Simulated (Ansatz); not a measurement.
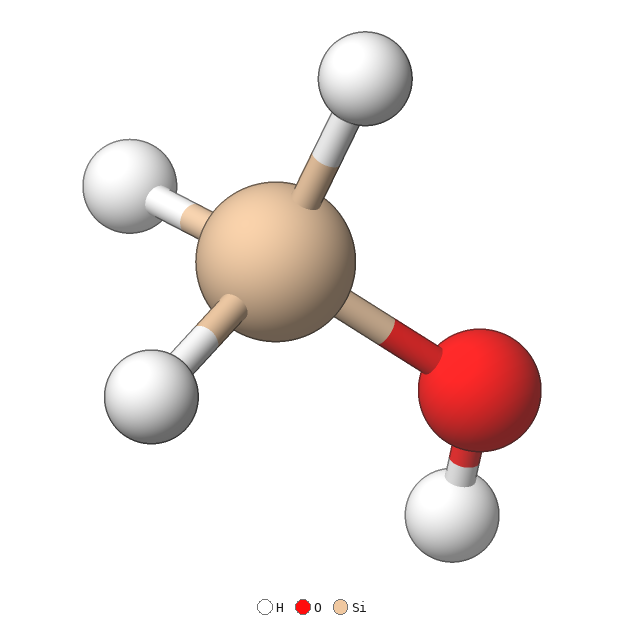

Ball-and-stick drawing of a structure.

**Which formula does it have?**

H4OSi, 6 atoms: 4 hydrogen, 1 oxygen and 1 silicon.

**Count the bonded pairs by element.**

3 Si–H, 1 O–H, 1 O–Si. Sticks follow a distance rule.

The parts below concern this one geometry. Atoms keep their numbers from picture to picture. The geometry was computed by an optimisation with PBE0-D4/def2-TZVP.

## Symmetry

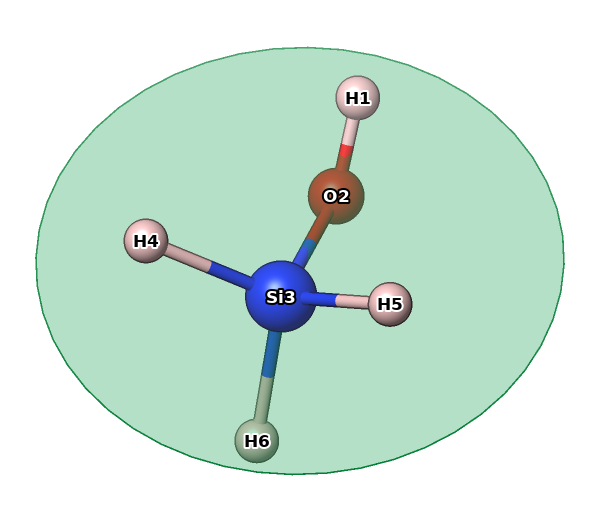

A disc through the centre of mass is drawn in. Depth is shown by fading: the farther an atom, the more it takes the colour of the background.

**Is the plane of the disc a mirror plane of the structure?**

No. The point group is Cs, with 1 mirror plane, and this plane isn't one of its mirror planes.

## Dipole moment

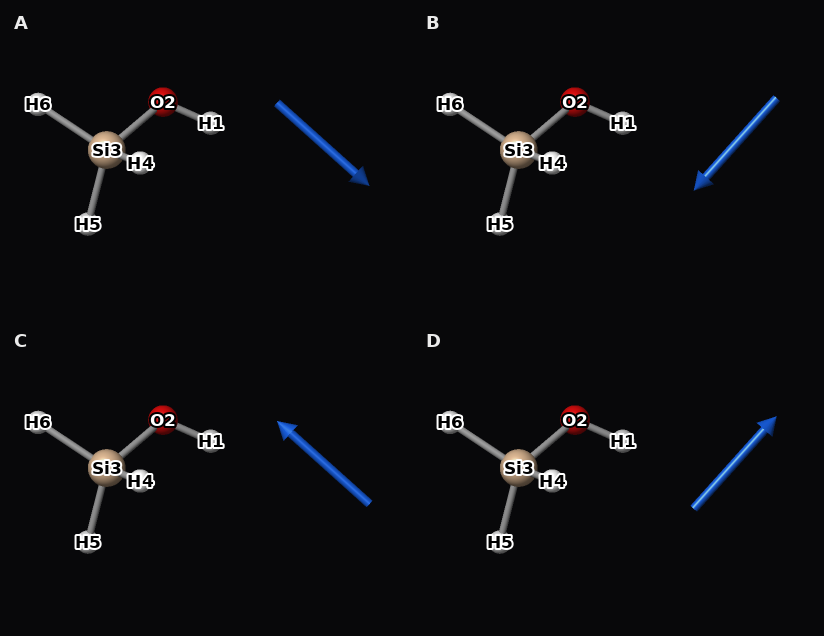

The same molecule four times, each with an arrow. Level of theory: RKS PBE0-D4/def2-TZVP (Ansatz 0.2.0).

**Which arrow points along the dipole moment, from the negative to the positive end?**

A. The dipole moment is 1.36 D; it points from the side of H6 to the side of H1 (the outermost atoms at the two ends).

## Vibrations

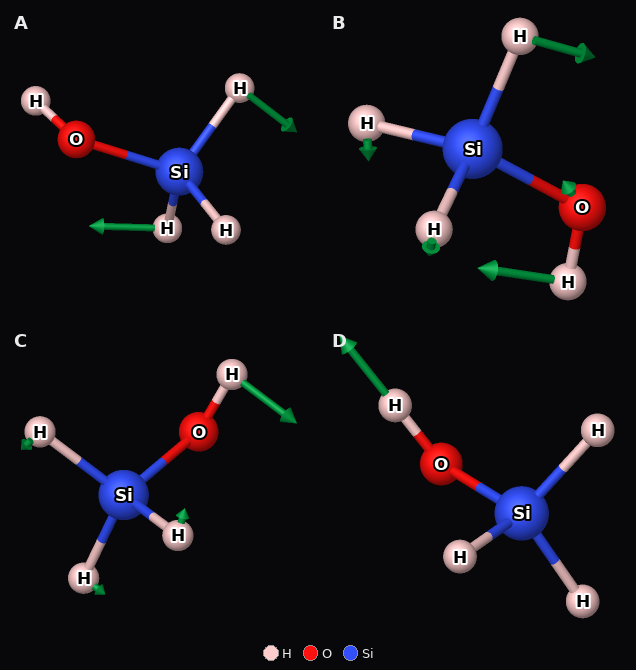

4 normal modes of one molecule or complex, as arrows. Harmonic vibrations computed with RKS PBE0-D4/def2-TZVP (Ansatz 0.2.0) at a stationary point of the same level.

**Match the panels to the wavenumbers 199 cm⁻¹, 719 cm⁻¹, 908 cm⁻¹, 3930 cm⁻¹.**

A: 719 cm⁻¹, H–Si–O bending
B: 908 cm⁻¹
C: 199 cm⁻¹, a torsion or out-of-plane motion in which bond lengths and bond angles hardly change
D: 3930 cm⁻¹, O–H stretching

## Thermal motion

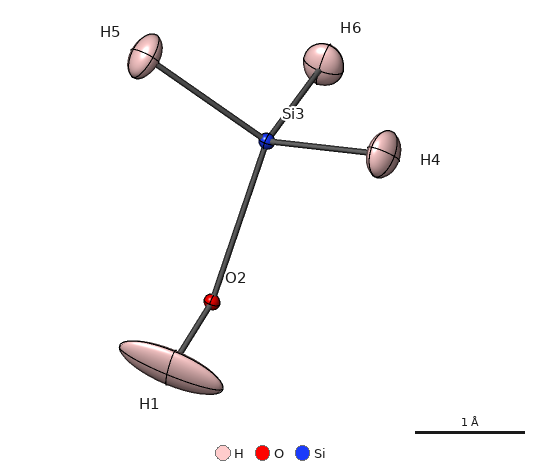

Displacement ellipsoids at the 50 % level, from the internal vibrations of the free molecule (harmonic, no overall translation or rotation; no half-axis is drawn under 0.075 Å). Vibrations computed with RKS PBE0-D4/def2-TZVP (Ansatz 0.2.0). Temperature: 200 K.

List U_eq and the three principal root-mean-square amplitudes for each kind of atom.

```json
{"atom": "H1", "U_eq (Å²)": "0.0452", "rms amplitudes (Å)": "0.065, 0.138, 0.335"}
{"atom": "O2", "U_eq (Å²)": "0.00054", "rms amplitudes (Å)": "0.012, 0.026, 0.028"}
{"atom": "Si3", "U_eq (Å²)": "0.00016", "rms amplitudes (Å)": "0.011, 0.011, 0.016"}
{"atom": "H4, H5", "U_eq (Å²)": "0.0141", "rms amplitudes (Å)": "0.086, 0.119, 0.144"}
{"atom": "H6", "U_eq (Å²)": "0.0139", "rms amplitudes (Å)": "0.085, 0.125, 0.138"}
```

## Charges

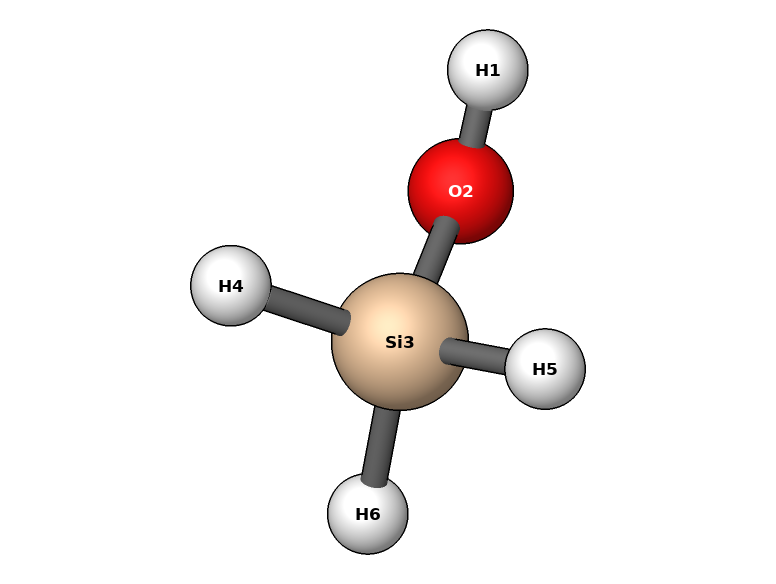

The questions are on Mulliken charges. Method: RKS PBE0-D4/def2-TZVP (Ansatz 0.2.0).

**Which atom carries the highest charge (most positive or least negative)?**

Si3 (0.33 e).

**And the lowest?**

O2 (−0.53 e).

List the Mulliken charges.

| atom | value (e) |
| --- | --- |
| H1 | 0.32 |
| O2 | −0.53 |
| Si3 | 0.33 |
| H4 | −0.05 |
| H5 | −0.05 |
| H6 | −0.03 |

Mulliken values depend strongly on the basis set and can even reverse the polarity of a bond.
